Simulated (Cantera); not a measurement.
Charge: 1 mol HI, 0.22 mol H2, 6.3 mol O2, 0.13 mol H2O, equilibrated at 21.0 Pa.

These are equilibrium values from Cantera (NASA tables, ideal gas, pure condensed phases), not measurements of a reactor. Candidate condensed phases: H2O, I2; 12 gas species. Equilibrium is a limit: real reactors are often held back by kinetics, nucleation or transport.

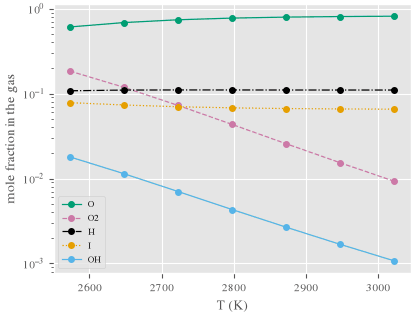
Figure: Equilibrium gas composition (values under 1e-9 drawn at 1e-9)

From 2573 K to 3023 K nothing is condensed.
